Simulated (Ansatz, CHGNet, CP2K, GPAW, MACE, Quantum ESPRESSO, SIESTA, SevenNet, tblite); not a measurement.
## CP2K runs on H16C6Br2N2O (Pca2_1) (108 atoms)

Wanted: CP2K inputs and outputs for H16C6Br2N2O (Pca2_1) (108 atoms), checked against a plane-wave reference.

Method: the method is named at each step, in CP2K 2026.2.

### 1. Set-up

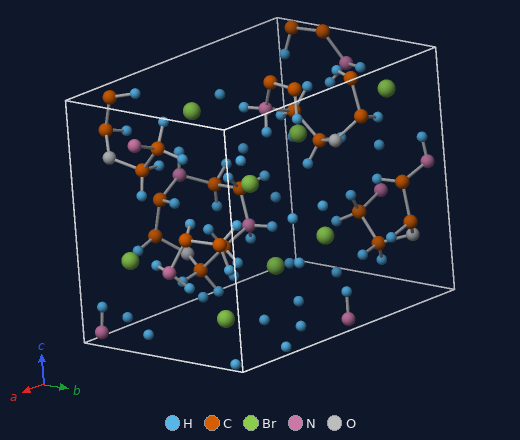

The starting structure, seen slightly off an axis (hydrogen blue, carbon orange, bromine green, nitrogen pink, oxygen light grey). Bonds to atoms that aren't drawn are left out. Some periodic images of atoms are drawn too.

The cell holds 108 atoms: 64 H, 24 C, 8 Br, 8 N and 4 O. Cell: a = 12.383 Å, b = 8.319 Å, c = 9.881 Å, α = 90.0°, β = 90.0°, γ = 90.0°. It derives from H16C6Br2N2O (Pca2_1), repeated 1×1×1. H16C6Br2N2O, space group Pca2_1, structure from the Crystallography Open Database, 1 x 1 x 1 conventional cells; every coordinate displaced by a Gaussian of 0.02 Å; bonds to H set to neutron lengths (C-H 1.089, N-H 1.015, O-H 0.983, B-H 1.19 Å) where the listed ones are shorter. Then every atom was moved at random, 0.03 Å r.m.s. a Cartesian component (hydrogen 0.6 of that).

The yardstick, on the same geometry:

| Quantity | Value |
| --- | --- |
| method | Kohn-Sham DFT, PBE, SSSP efficiency 1.3.0 pseudopotentials, plane waves (Quantum ESPRESSO 7.5); sssp-pbe-1.3.0-efficiency, cutoffs 60/480 Ry, Γ point |
| r.m.s. force component | 1.288 eV/Å |
| longest force | 6.804 eV/Å |
| pressure | 3.086 GPa |
| gap (highest filled to lowest empty level) | 4.744 eV |
| time | 2.1 min on 2 MPI ranks of Arm Neoverse V1, shared host |
| CPU time | 4.3 min |

### 2. PBE, DZVP-MOLOPT-SR, 600/50 Ry, OT DIIS

Method: Kohn-Sham DFT, PBE, GTH-PBE pseudopotentials, Gaussian and plane waves, DZVP-MOLOPT-SR-GTH, orbital transformation.

Input file input.inp:

```
&GLOBAL
  PROJECT cell
  RUN_TYPE ENERGY_FORCE
  PRINT_LEVEL LOW
&END GLOBAL
&FORCE_EVAL
  METHOD QS
  STRESS_TENSOR ANALYTICAL
  &DFT
    BASIS_SET_FILE_NAME BASIS_MOLOPT
    POTENTIAL_FILE_NAME GTH_POTENTIALS
    &MGRID
      CUTOFF 600
      REL_CUTOFF 50
      NGRIDS 5
    &END MGRID
    &QS
      EPS_DEFAULT 1.0E-12
    &END QS
    &SCF
      SCF_GUESS ATOMIC
      EPS_SCF 1.0E-06
      MAX_SCF 30
      &OT
        MINIMIZER DIIS
        PRECONDITIONER FULL_ALL
        ENERGY_GAP 0.001
      &END OT
      &OUTER_SCF
        EPS_SCF 1.0E-06
        MAX_SCF 8
      &END OUTER_SCF
      &PRINT
        &RESTART OFF
        &END RESTART
      &END PRINT
    &END SCF
    &XC
      &XC_FUNCTIONAL PBE
      &END XC_FUNCTIONAL
    &END XC
    &PRINT
      &MULLIKEN ON
      &END MULLIKEN
      &HIRSHFELD ON
        SHAPE_FUNCTION DENSITY
      &END HIRSHFELD
      &MO_CUBES
        NHOMO 1
        NLUMO 4
        WRITE_CUBE F
      &END MO_CUBES
    &END PRINT
  &END DFT
  &SUBSYS
    &CELL
      A 12.38280 0.00000 0.00000
      B 0.00000 8.31850 0.00000
      C 0.00000 0.00000 9.88060
    &END CELL
    &COORD
      H 2.74205 6.14729 1.84797
      H 9.70675 2.20124 6.81514
      H 8.92812 2.24708 1.87208
      H 3.47189 6.15927 6.83253
      H 1.16869 5.66889 1.14753
      H 11.23058 2.58622 6.04554
      H 7.39488 2.68388 1.12530
      H 4.93133 5.65916 6.09584
      H 1.76046 3.97242 2.63792
      H 10.63905 4.35174 7.63039
      H 7.94109 4.33211 2.67349
      H 4.43118 3.95969 7.69541
      H 2.08564 5.14932 3.95431
      H 10.31822 3.19231 8.90499
      H 8.28446 3.23299 3.97348
      H 4.06614 5.13925 8.93295
      H 11.80997 5.28824 2.82931
      H 0.49940 3.02053 7.81289
      H 5.66501 2.98959 2.86014
      H 6.75618 5.30279 7.82603
      H 12.10877 3.90853 3.64298
      H 0.25026 4.46429 8.56638
      H 5.93223 4.43925 3.62262
      H 6.40773 3.87559 8.53605
      H 0.46745 5.34297 5.58728
      H 11.90656 3.00564 0.63354
      H 6.66405 2.98318 5.59943
      H 5.70315 5.31993 0.64589
      H 11.19232 5.01131 5.23958
      H 1.24682 3.28556 0.31065
      H 4.93120 3.30769 5.25431
      H 7.39748 5.00890 0.29662
      H 11.58089 7.26837 3.78881
      H 0.82643 1.03025 8.76992
      H 5.35729 1.04306 3.80759
      H 7.01882 7.22628 8.70659
      H 10.88782 7.20981 5.41971
      H 1.51305 1.06984 0.43603
      H 4.70398 1.10902 5.36428
      H 7.71399 7.22395 0.45569
      H 0.22945 0.56158 5.16993
      H 12.16090 7.75342 0.18091
      H 6.45181 7.70576 5.08288
      H 5.99749 0.52997 0.19564
      H 0.58335 7.76881 6.30086
      H 11.77456 0.53721 1.37311
      H 6.77624 0.57581 6.33722
      H 5.61770 7.83553 1.37637
      H 2.18569 6.70887 4.86936
      H 10.15575 1.65289 9.79563
      H 8.39938 1.64839 4.83458
      H 3.97067 6.67601 9.78011
      H 2.55395 0.04875 5.25016
      H 9.81015 8.31592 0.33792
      H 8.77730 8.23057 5.27832
      H 3.63299 0.04076 0.34345
[... 48 atom lines left out ...]
      O 1.10281 7.35988 2.41116
      O 11.19975 0.99464 7.36599
      O 7.29892 1.09621 2.40869
      O 5.01479 7.28867 7.29287
    &END COORD
    &KIND H
      BASIS_SET DZVP-MOLOPT-SR-GTH-q1
      POTENTIAL GTH-PBE-q1
    &END KIND
    &KIND C
      BASIS_SET DZVP-MOLOPT-SR-GTH-q4
      POTENTIAL GTH-PBE-q4
    &END KIND
    &KIND Br
      BASIS_SET DZVP-MOLOPT-SR-GTH-q7
      POTENTIAL GTH-PBE-q7
    &END KIND
    &KIND N
      BASIS_SET DZVP-MOLOPT-SR-GTH-q5
      POTENTIAL GTH-PBE-q5
    &END KIND
    &KIND O
      BASIS_SET DZVP-MOLOPT-SR-GTH-q6
      POTENTIAL GTH-PBE-q6
    &END KIND
  &END SUBSYS
  &PRINT
    &FORCES ON
    &END FORCES
    &STRESS_TENSOR ON
    &END STRESS_TENSOR
  &END PRINT
&END FORCE_EVAL
```

The run is started by

```sh
$ OMP_NUM_THREADS=1 mpirun -np 4 cp2k.psmp -i input.inp > output.txt
```

Numbers of over 12 decimals in the logs are rounded to 6 here.

What it wrote:

```text
CP2K| version string:                                       CP2K version 2026.2
 CP2K| Input file name                                                 input.inp
 GLOBAL| Basis set file name                                        BASIS_MOLOPT
 GLOBAL| Potential file name                                      GTH_POTENTIALS
 GLOBAL| Run type                                                   ENERGY_FORCE
 GLOBAL| Total number of message passing processes                             4
 GLOBAL| Number of threads for this process                                    1
 TOTAL NUMBERS AND MAXIMUM NUMBERS
  Total number of            - Atomic kinds:                                   5
                             - Atoms:                                        108
                             - Shell sets:                                   108
                             - Shells:                                       412
                             - Primitive Cartesian functions:                532
                             - Cartesian basis functions:                    936
                             - Spherical basis functions:                    892
  Maximum angular momentum of- Orbital basis functions:                        2
                             - Local part of the GTH pseudopotential:          2
                             - Non-local part of the GTH pseudopotential:      4
 SCF PARAMETERS         Density guess:                                    ATOMIC
                        max_scf:                                              30
                        eps_scf:                                        1.00E-06
                        Outer loop SCF in use
                        eps_scf                                         1.00E-06
                        max_scf                                                8
 Extrapolation method: initial_guess
 Number of electrons:                                                        280
[... lines left out ...]
  Step     Update method      Time    Convergence         Total energy    Change
[... lines left out ...]
  Total energy:                                              -425.697964
[... lines left out ...]
                                         using   7 DIIS vectors
                                         safer DIIS on
  Preconditioner : FULL_ALL            : diagonalization, state selective
  Precond_solver : DEFAULT
  stepsize       :    0.15000000                  energy_gap     :    0.00100000
  eps_taylor     :   0.10000E-15                  max_taylor     :             4
  ----------------------------------- OT ---------------------------------------
  Step     Update method      Time    Convergence         Total energy    Change
[...]
4 OT DIIS     0.15E+00    4.4     0.00000110      -425.6981510311 -3.72E-07
     5 OT DIIS     0.15E+00    4.4     0.00000035      -425.6981510372 -6.07E-09
  *** SCF run converged in     5 steps ***
  Electronic density on regular grids:       -280.0000000000        0.0000000000
  Core density on regular grids:              279.9999999998       -0.0000000002
  Total charge density on r-space grids:       -0.0000000002
  Total charge density g-space grids:          -0.0000000002
  Overlap energy of the core charge distribution:               2.35818e-05
  Self energy of the core charge distribution:               -996.382619
  Core Hamiltonian energy:                                    290.448788
  Hartree energy:                                             401.141353
  Exchange-correlation energy:                               -120.905697
  Total energy:                                              -425.698151
  outer SCF iter =    2 RMS gradient =   0.35E-06 energy =       -425.6981510372
  outer SCF loop converged in   2 iterations or   35 steps
 !-----------------------------------------------------------------------------!
                     Mulliken Population Analysis
 #  Atom  Element  Kind  Atomic population                           Net charge
       1     H        1          0.909771                              0.090229
       2     H        1          0.912619                              0.087381
       3     H        1          0.933894                              0.066106
[...]
107     O        5          6.182016                             -0.182016
     108     O        5          6.199950                             -0.199950
 # Total charge                            280.000000                 -0.000000
 !-----------------------------------------------------------------------------!
 !-----------------------------------------------------------------------------!
                           Hirshfeld Charges
  #Atom  Element  Kind  Ref Charge     Population                    Net charge
      1       H      1       1.000          0.968                         0.032
      2       H      1       1.000          0.972                         0.028
      3       H      1       1.000          0.975                         0.025
[...]
107       O      5       6.000          6.102                        -0.102
    108       O      5       6.000          6.117                        -0.117
  Total Charge                                                           -0.000
 !-----------------------------------------------------------------------------!
  Eigenvalues of the occupied subspace spin            1
      -0.77463585     -0.77455617     -0.76607718     -0.75325568
      -0.72783909     -0.72640730     -0.72432406     -0.70770349
      -0.70703595     -0.70296603     -0.70113498     -0.69226238
[...]
0.01464961      0.01618628      0.01672071      0.02008004
 Fermi Energy [eV] :    0.546406
  Using OT eigensolver for additional unoccupied orbitals spin            1
  Lowest Eigenvalues of the unoccupied subspace spin            1
 OT| Eigensolver reached convergence in 273 iterations
       0.22780735      0.23133798      0.23335685      0.23716039
 HOMO - LUMO gap [eV] :    5.652548
 ENERGY| Total FORCE_EVAL ( QS ) energy [hartree]           -425.698151
 FORCES| Atomic forces [hartree/bohr]
 FORCES|   Atom     x               y               z               |f|
 FORCES|      1 -4.24459753E-03 -2.57203240E-03 -1.33088346E-03   5.13840536E-03
 FORCES|      2 -7.22254257E-03  1.06045931E-02 -7.85695743E-03   1.50450755E-02
 FORCES|      3  2.60981469E-02 -5.14674564E-03 -2.86029264E-03   2.67541312E-02
[...]
FORCES|    107 -1.60344696E-03 -5.07455998E-02  9.56126450E-03   5.16633789E-02
 FORCES|    108  4.24113176E-02 -1.90138093E-03 -1.07385008E-03   4.24674966E-02
 FORCES| Sum     5.51028269E-04  8.51310884E-04  3.59133964E-03
 FORCES| Total atomic force                                       3.73176671E-03
 STRESS| Analytical stress tensor [bar]
 STRESS|                        x                   y                   z
 STRESS|      x        3.05123037054E+04   8.19368471168E+03  -1.40744350536E+03
 STRESS|      y        8.19368471168E+03   3.54633648943E+04  -6.21948992552E+02
 STRESS|      z       -1.40744350536E+03  -6.21948992552E+02   3.50979271860E+04
 STRESS| 1/3 Trace                                             3.36911985952E+04
```

It took 2.9 min on 4 MPI ranks of Arm Neoverse V1, shared host; peak memory 2.5 GiB; 11 min of CPU time.

Banners, paths, timers and routine set-up lines are dropped from the logs unmarked, and long logs keep their key lines alone; longer cuts are marked.

Numbers from this run, and their distance from the reference:

```
r.m.s. force component                           : 1.326 eV/Å
r.m.s. difference of force components            : 66.58 meV/Å
longest difference of force vectors              : 370.5 meV/Å
force difference over r.m.s. force               : 5.168 %
slope of forces against the reference's          : 1.029
correlation of force components                  : 0.9991
gap (highest filled to lowest empty level) : 5.652 eV
gap difference                                   : 0.909 eV
pressure                                         : 3.369 GPa
pressure difference                              : 0.2831 GPa
```

Length of the force difference by element (eV/Å):

```
element  atoms   mean   most
     Br      8  0.016  0.031
      C     24   0.17   0.37
      H     64  0.039   0.12
      N      8  0.096   0.17
      O      4   0.32   0.33
```

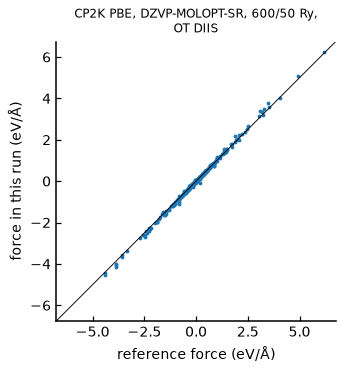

Force components against those of the reference; the line marks equality.

A closer look about O107, one of the 4 O atoms: 9 atoms, nearest first, numbered in the order of the input, with positions taken from that point.

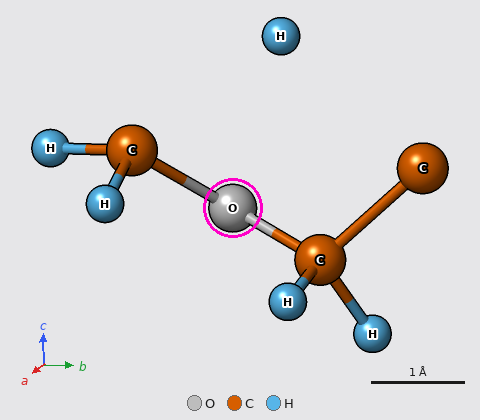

The atoms of the table, within 2.4 Å (arrows a, b, c point along x, y, z); some may hide others; the central atom is ringed.

```
atom      x      y      z  distance (Å)  bonds  Hirshfeld charge (e)     Fx     Fy  Fz (eV/Å)
O107   0.00   0.00   0.00          0.00      2                 -0.10  -0.08  -2.61       0.49
 C67   0.58   1.18  -0.35          1.36      4                 -0.02  -1.57   3.48      -1.00
 C87   0.85  -0.84   0.83          1.45      4                 -0.01   1.15   0.75       0.83
  H7   0.10   1.59  -1.28          2.04      1                  0.02   0.31  -0.88       0.51
  H3   1.63   1.15  -0.54          2.07      1                  0.03   1.34  -0.26      -0.15
 H59   0.57  -1.86   0.71          2.08      1                  0.02  -0.70  -1.05      -0.41
 H63   1.95  -0.80   0.53          2.17      1                  0.03  -1.18   0.29       0.19
 H35  -1.94  -0.05   1.40          2.39      1                  0.03   0.14  -0.81      -1.32
 C71   0.35   2.30   0.69          2.42      4                 -0.03   0.03  -1.18       1.33
```

Forces lie 5.2 % from the reference's, at 2.7 times its CPU time (on 4 against 2 cores).

### 3. GFN1-xTB, OT DIIS

Method: GFN1-xTB tight binding (the program's own implementation), orbital transformation.

Input file input.inp:

```
&GLOBAL
  PROJECT cell
  RUN_TYPE ENERGY_FORCE
  PRINT_LEVEL LOW
&END GLOBAL
&FORCE_EVAL
  METHOD QS
  STRESS_TENSOR ANALYTICAL
  &DFT
    &QS
      METHOD XTB
      &XTB
        GFN_TYPE 1
        DO_EWALD T
        CHECK_ATOMIC_CHARGES F
      &END XTB
    &END QS
    &SCF
      SCF_GUESS ATOMIC
      EPS_SCF 1.0E-06
      MAX_SCF 30
      &OT
        MINIMIZER DIIS
        PRECONDITIONER FULL_SINGLE_INVERSE
      &END OT
      &OUTER_SCF
        EPS_SCF 1.0E-06
        MAX_SCF 8
      &END OUTER_SCF
      &PRINT
        &RESTART OFF
        &END RESTART
      &END PRINT
    &END SCF
    &PRINT
      &MULLIKEN ON
      &END MULLIKEN
      &MO_CUBES
        NHOMO 1
        NLUMO 4
        WRITE_CUBE F
      &END MO_CUBES
    &END PRINT
  &END DFT
  &SUBSYS
    &CELL
      A 12.38280 0.00000 0.00000
      B 0.00000 8.31850 0.00000
      C 0.00000 0.00000 9.88060
    &END CELL
    &COORD
      SCALED
      H 0.22144 0.73899 0.18703
      H 0.78389 0.26462 0.68975
      H 0.72101 0.27013 0.18947
      H 0.28038 0.74043 0.69151
      H 0.09438 0.68148 0.11614
      H 0.90695 0.31090 0.61186
      H 0.59719 0.32264 0.11389
      H 0.39824 0.68031 0.61695
      H 0.14217 0.47754 0.26698
      H 0.85918 0.52314 0.77226
      H 0.64130 0.52078 0.27058
      H 0.35785 0.47601 0.77884
      H 0.16843 0.61902 0.40021
      H 0.83327 0.38376 0.90126
      H 0.66903 0.38865 0.40215
      H 0.32837 0.61781 0.90409
      H 0.95374 0.63572 0.28635
      H 0.04033 0.36311 0.79073
      H 0.45749 0.35939 0.28947
      H 0.54561 0.63747 0.79206
[... 84 atom lines left out ...]
      O 0.08906 0.88476 0.24403
      O 0.90446 0.11957 0.74550
      O 0.58944 0.13178 0.24378
      O 0.40498 0.87620 0.73810
    &END COORD
  &END SUBSYS
  &PRINT
    &FORCES ON
    &END FORCES
    &STRESS_TENSOR ON
    &END STRESS_TENSOR
  &END PRINT
&END FORCE_EVAL
```

The run is started by

```sh
$ OMP_NUM_THREADS=1 cp2k.psmp -i input.inp > output.txt
```

What it wrote:

```text
CP2K| version string:                                       CP2K version 2026.2
 CP2K| Input file name                                                 input.inp
 GLOBAL| Basis set file name                                           BASIS_SET
 GLOBAL| Potential file name                                           POTENTIAL
 GLOBAL| Run type                                                   ENERGY_FORCE
 GLOBAL| Total number of message passing processes                             1
 GLOBAL| Number of threads for this process                                    1
[... lines left out ...]
 Number of electrons:                                                        280
[... lines left out ...]
  Step     Update method      Time    Convergence         Total energy    Change
[... lines left out ...]
  *** SCF run converged in    22 steps ***
[... lines left out ...]
  Total energy:                                              -160.610375
[... lines left out ...]
  outer SCF loop converged in   1 iterations or   22 steps
[... lines left out ...]
      -0.78844571     -0.78833124     -0.78326613     -0.77500304
[...]
-0.27396803     -0.27324641     -0.27225944     -0.27107757
      -0.27044160     -0.26869116     -0.26695709     -0.26421802
 Fermi Energy [eV] :   -7.189738
 ENERGY| Total FORCE_EVAL ( QS ) energy [hartree]           -160.610375
 FORCES| Atomic forces [hartree/bohr]
 FORCES|   Atom     x               y               z               |f|
 FORCES|      1 -3.47732564E-03 -2.02284248E-03 -2.27994231E-04   4.02935065E-03
 FORCES|      2 -1.02449611E-02  9.27269509E-03 -6.75706886E-03   1.53818101E-02
 FORCES|      3  2.67169627E-02 -5.69126679E-03 -1.59893718E-03   2.73631726E-02
[...]
FORCES|    107  1.50048291E-02 -4.46288798E-02  1.78757924E-02   5.03629403E-02
 FORCES|    108  2.66176528E-02 -8.55773647E-03  7.60987639E-03   2.89766201E-02
 FORCES| Sum    -5.89459037E-15 -1.52308721E-15 -2.56652338E-15
 FORCES| Total atomic force                                       6.60704416E-15
 STRESS| Analytical stress tensor [bar]
 STRESS|                        x                   y                   z
 STRESS|      x       -3.53314898828E+04   7.62820487875E+03  -1.96656997112E+03
 STRESS|      y        7.62820487875E+03  -2.52962108177E+04   3.69236674135E+02
 STRESS|      z       -1.96656997112E+03   3.69236674135E+02  -2.16340394038E+04
 STRESS| 1/3 Trace                                            -2.74205800347E+04
```

Wall time 5.5 s (1 thread); peak memory 0.33 GiB.

Compared with the plane-wave run:

| Property | Result |
| --- | --- |
| r.m.s. force component | 1.255 eV/Å |
| r.m.s. difference of force components | 231.6 meV/Å |
| longest difference of force vectors | 869.8 meV/Å |
| force difference over r.m.s. force | 17.98 % |
| slope of forces against the reference's | 0.9586 |
| correlation of force components | 0.9838 |
| pressure | -2.742 GPa |
| pressure difference | -5.828 GPa |

Against the first run (5.2 %), the force difference from the reference is 18 %, at 0.0070 times the CPU time (on 1 against 4 cores) (22 SCF steps against 35); the model has changed, so this is no error of the program alone.

(Part 1 of 3 ends here.)

[Also dropped from logs without a mark: logging warnings of Python, and SIESTA's first energy breakdown and zero terms.]

[Logs are printed without paths, hosts, clocks, repeated set-up lines and the standing remarks that a program may print on its own settings, such as how far it seeks lower states.]

[Hosts, paths, dates, database ids (printed as entryN), source tags and the programs' standing remarks are cut or masked in the printed files.]
